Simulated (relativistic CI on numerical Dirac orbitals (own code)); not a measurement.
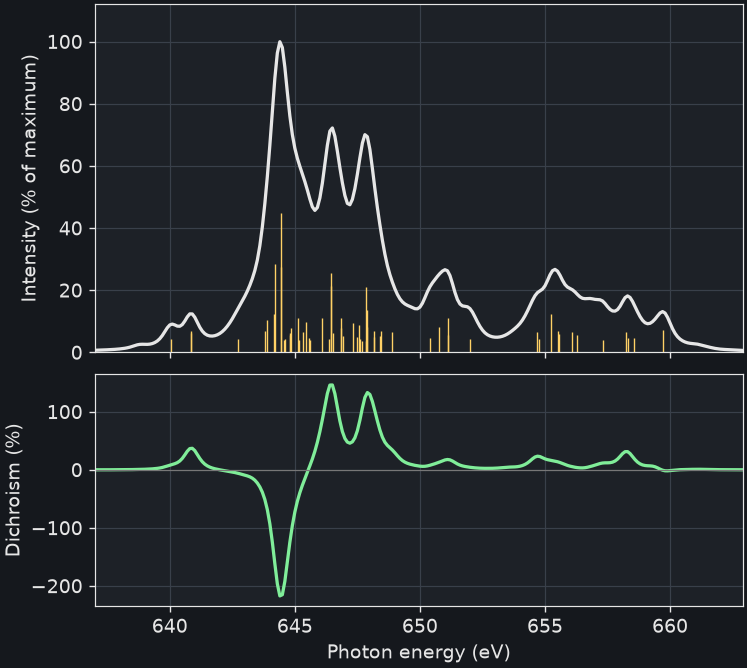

L₂,₃ X-ray absorption of Mn³⁺, [Ar] 3d⁴, in no crystal field (free ion). Sticks are the strongest transitions, on a scale of their own. Multiplet model: relativistic Dirac–Coulomb–Breit theory, one configuration a step, Slater integrals scaled by 1, 300 K, Voigt broadening (Lorentzian 0.6 eV, Gaussian 0.3 eV full widths), computed with a radial Dirac CI code. Dichroism is for the ground state at zero temperature, magnetised by an exchange field of 10 meV on Sz.

### Describe the spectrum.

The main maxima lie at 640.1 eV (9), 640.8 eV (12), 644.4 eV (100), 646.5 eV (72), 647.8 eV (70), 651.0 eV (27), 655.4 eV (27), 658.3 eV (18) and 659.7 eV (13), heights in % of the largest; the centroid is at 648.4 eV. The lower edge holds 0.79 of the intensity (branching ratio, edges parted at 653 eV, split at the minimum of the curve and uncertain by about 0.02), and the core spin-orbit splitting of the orbitals is 10.8 eV. The ground state has S = 2.00. The circular dichroism (Δm = −1 less Δm = +1) is largest at 644.4 eV, −217 % of the isotropic maximum; its integrals over the lower and upper edge are 0.082 and 0.048 of the sum over the three polarisations. The magnetised ground state has ⟨Lz⟩ = 1.56 and ⟨Sz⟩ = −1.56.

Known limits: free-ion energies, so absolute edge positions are off by a few eV from solids.
